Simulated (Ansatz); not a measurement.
# CH2FOSi (SMILES [CH2][Si](=O)F) (doublet): what the fields show

Input file:

```
crystal:
  periodic: [false, false, false]
  atoms:
    - {symbol: C, position_ang: [0.519465, -2.009805, -0.439802]}
    - {symbol: F, position_ang: [1.026780, -0.146668, 1.537892]}
    - {symbol: O, position_ang: [1.690867, -2.742057, 2.228069]}
    - {symbol: Si, position_ang: [1.143563, -1.714086, 1.240244]}
    - {symbol: H, position_ang: [0.504762, -3.013188, -0.855201]}
    - {symbol: H, position_ang: [0.146303, -1.212403, -1.076984]}
basis:
  gaussian: {orbitals: def2-TZVPD}
magnetization: {spin_polarized: true, initial_magnetization: 1}
hamiltonian: {xc: {name: PBE0}}
output: {forces: true, orbitals: {seedname: orbitals}}
```

Command:

```sh
ansatz run input.yaml --threads 1 --pin off --max-ram 2610MiB --events-out events.jsonl --progress --plain --runs-dir runs
```

Geometry: B3LYP/6-31G*.

Computed with isolated molecule in a Gaussian basis; Kohn-Sham density functional theory, functional PBE0 (Ansatz).

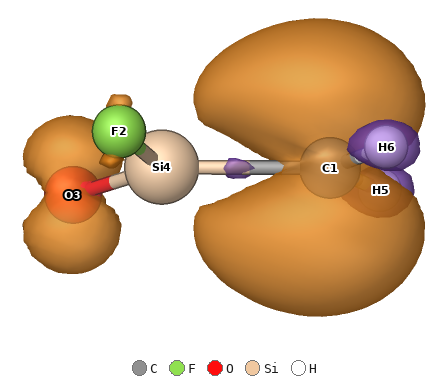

Figure 1. Isosurfaces of the spin density at +0.02 (orange) and −0.02 e/Å³ (purple), seen from one side.

Where is the unpaired spin?

The unpaired spin (1 electron) lies mostly on C1 (about 0.7), Si4 (about 0.1) and O3 (about 0.1), in electrons by Hirshfeld's partition.

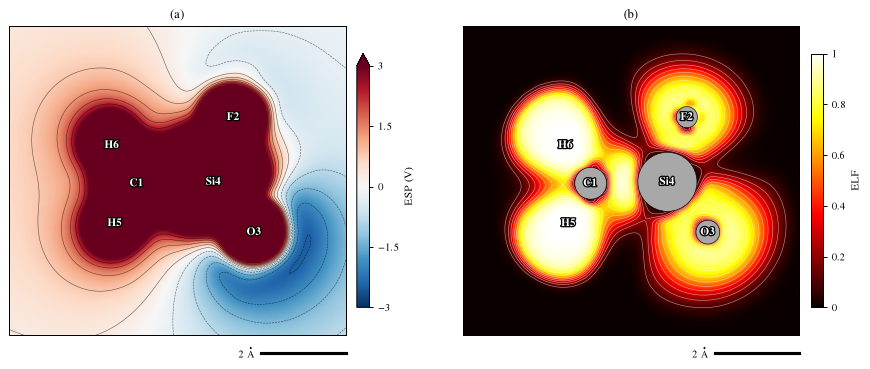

Figure 2. (a) molecular electrostatic potential; (b) ELF on the molecular plane. Grey discs cover the atomic cores in the ELF map.

What does the map show?

The section cuts through C, F, O, Si and H sites.
Si–O (1.53 Å): the ELF peaks at about 0.80 between the atoms; a short, strongly polar bond.
Si–F (1.60 Å): the ELF peaks at about 0.85 in the valence shell of F, 0.7 Å from its nucleus, and is about 0.45 at the midpoint.
C–Si (1.82 Å): the ELF peaks at about 0.95 between the atoms (a covalent bond).
C–H (1.09 Å): the ELF climbs to about 1 towards the hydrogen, as it does in any bond to H: a covalent bond by its length.
The ELF also peaks beside O3 and F2, away from the bonds: non-bonding electrons, paired or unpaired.
Outside the dense part of the molecule the potential is most negative (−2.5 V) near O3.

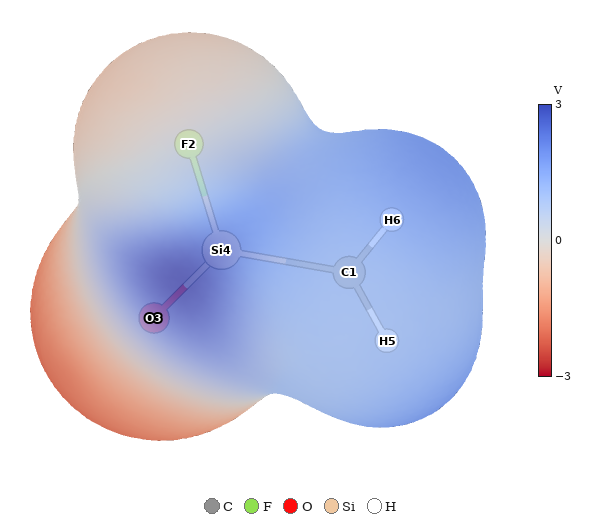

Figure 3. The molecular electrostatic potential painted on the density surface at 0.002 e/bohr³, seen at a tilt; the colour scale runs from red (negative) to blue (positive).

Which sites attract a positive test charge, and which a negative one?

A positive charge is drawn to the negative regions and a negative charge to the positive ones. The most negative region (about −2.1 V) lies over O3, the most positive (about +2.8 V) over Si4. O3 is the likeliest acceptor of a hydrogen bond.
